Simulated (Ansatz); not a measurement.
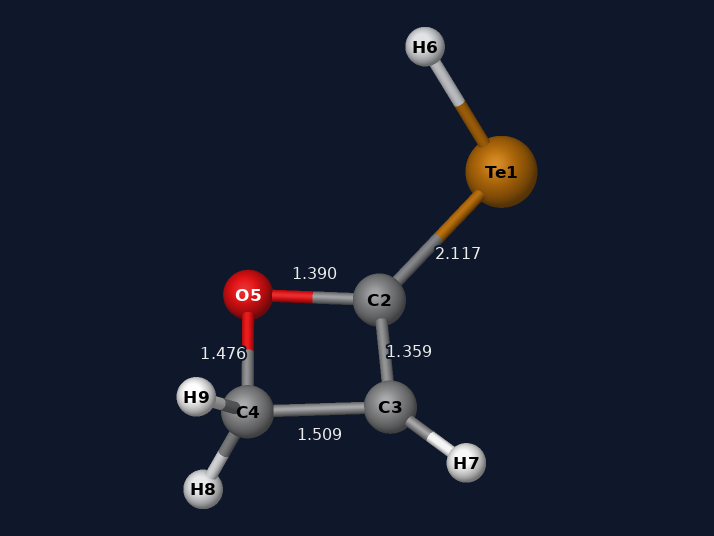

Bond lengths are marked in Å; every bond is drawn as one stick. The geometry was computed by an optimisation with PBE-D4/def2-SVP. No frequency run is at hand to confirm it as a minimum.

> Which of the marked bonds are single, double, triple or aromatic?

Te1–C2 single; C2–C3 double; C2–O5 single; C3–C4 single; C4–O5 single.

> Write the SMILES.

[TeH]C1=CCO1
